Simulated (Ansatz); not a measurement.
Input

```
crystal:
  periodic: [false, false, false]
  atoms:
    - { symbol: B, position_ang: [-0.000413, 0.000124, -0.156445] }
    - { symbol: Cl, position_ang: [-0.000874, 9.0e-05, 1.661952] }
    - { symbol: H, position_ang: [1.054815, -1.4e-05, -0.702309] }
    - { symbol: H, position_ang: [-1.055328, 8.4e-05, -0.702916] }
    - { symbol: C, position_ang: [0.000737, -0.000134, 4.651228] }
    - { symbol: H, position_ang: [-0.584491, -0.910714, 4.678573] }
    - { symbol: H, position_ang: [1.081742, -0.05111, 4.683712] }
    - { symbol: H, position_ang: [-0.496087, 0.961574, 4.677705] }
magnetization:
  spin_polarized: true
  initial_magnetization: 1
basis:
  gaussian: { orbitals: "6-31G*" }
hamiltonian:
  xc: b3lyp
relax:
  f_tol: 0.03
  max_steps: 50
output:
  orbitals: {}
```

Command:

```sh
ansatz run input.yaml --threads 1 --pin off --max-ram 2048MiB --backend cpu --events-out ev --progress --plain --runs-dir out
```

The fields are those of the run's last geometry, not of the input's.

Level of theory: Ansatz 0.2.0, UKS B3LYP/6-31G*.

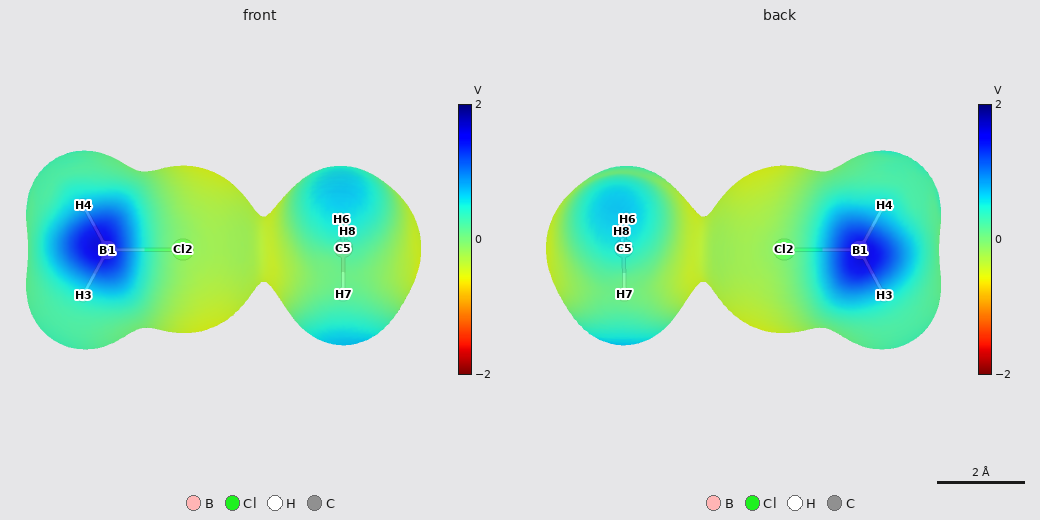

BClH2···CH3 (doublet). The electrostatic potential painted on the density surface at 0.002 e/bohr³, seen from the front and from behind; the colour scale runs from red (negative) to blue (positive).

**Describe the electrostatic potential map.**

The most negative region (about −0.5 V) lies over Cl2 and C5, the most positive (about +1.6 V) over B1.
